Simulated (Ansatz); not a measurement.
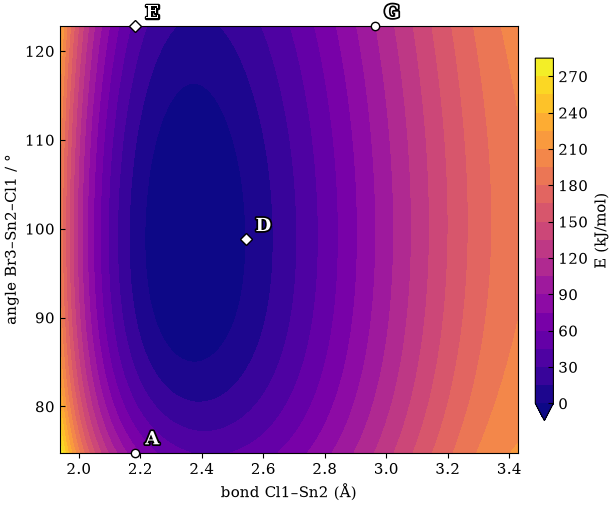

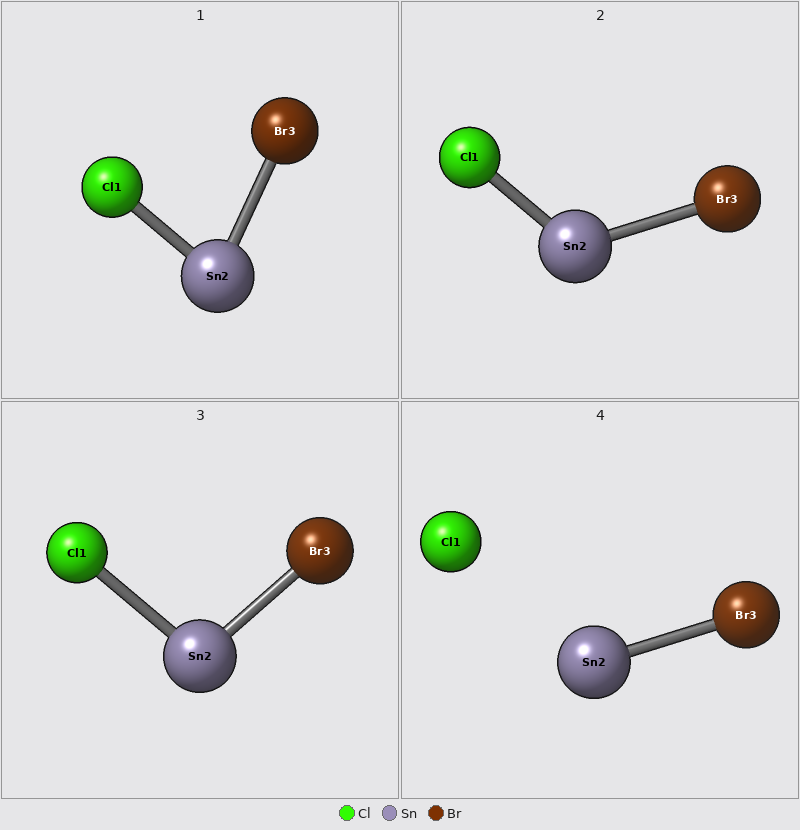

BrClSn, SMILES [Cl][Sn][Br]. 
- Two internal coordinates are moved rigidly from the geometry relaxed at PBE0-D4/def2-TZVP, all others fixed.
- First axis: bond Cl1–Sn2. Second axis: angle Br3–Sn2–Cl1.
- The grid has 5 × 5 points.
- All energies are given in kJ/mol relative to the lowest grid point.
- Computed with RHF-CCSD(T), frozen core/def2-TZVPP in Ansatz 0.2.0.

In the figure: filled contours, lettered points. Between grid points the surface is interpolated. The numbered pictures are the structures at these points, in random order.

Which structure belongs to which point?

A is structure 1: bond Cl1–Sn2 = 2.184 Å, angle Br3–Sn2–Cl1 = 74.8°, 79 kJ/mol; D is structure 3: bond Cl1–Sn2 = 2.543 Å, angle Br3–Sn2–Cl1 = 98.8°, 0 kJ/mol; E is structure 2: bond Cl1–Sn2 = 2.184 Å, angle Br3–Sn2–Cl1 = 122.8°, 40 kJ/mol; G is structure 4: bond Cl1–Sn2 = 2.962 Å, angle Br3–Sn2–Cl1 = 122.8°, 104 kJ/mol.
